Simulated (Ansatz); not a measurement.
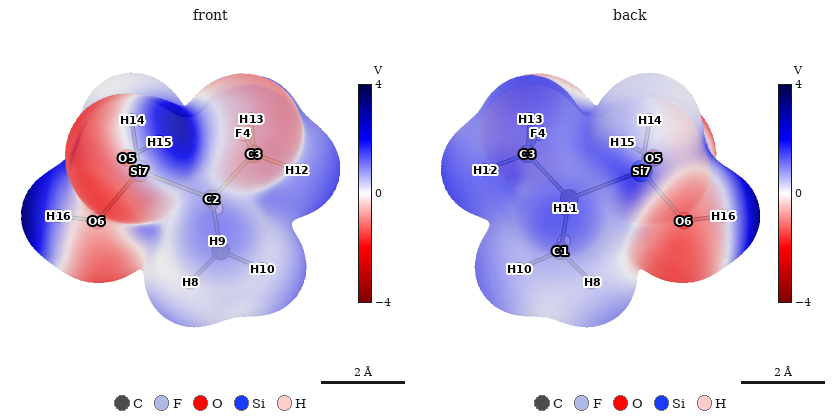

Figure 1: C3H9FO2Si (SMILES C[C@H](CF)[SiH](O)O). The electrostatic potential painted on the density surface at 0.004 e/bohr³, seen from the front and from behind; the colour scale runs from red (negative) to blue (positive).

Geometry: r2SCAN-D4/def2-SVP.

The calculation used isolated molecule in a Gaussian basis; Kohn-Sham density functional theory, functional PBE0 in Ansatz 0.2.0.

```xyz
16

C     1.8084    0.5741    1.9516
C     0.3659    0.9086    2.3500
C    -0.0229    0.2825    3.6740
F    -0.1302   -1.1122    3.5209
O    -0.6874   -1.2609    0.7007
O    -0.4128    1.1998   -0.3655
Si   -0.8400    0.3667    1.0037
H     2.0652    1.0249    0.9813
H     1.9377   -0.5155    1.8562
H     2.5296    0.9369    2.7039
H     0.2496    2.0045    2.4627
H     0.7348    0.4574    4.4591
H    -1.0015    0.6463    4.0332
H    -2.2422    0.6978    1.4104
H    -0.5560   -1.7776    1.5084
H    -0.8273    0.9240   -1.1911
```

### Describe the electrostatic potential map.

The most negative region (about −1.7 V) lies over O5, the most positive (about +3.3 V) over H16. O5 is the likeliest acceptor of a hydrogen bond.

### How polar is the molecule by this calculation?

Its dipole moment is 1.66 D.
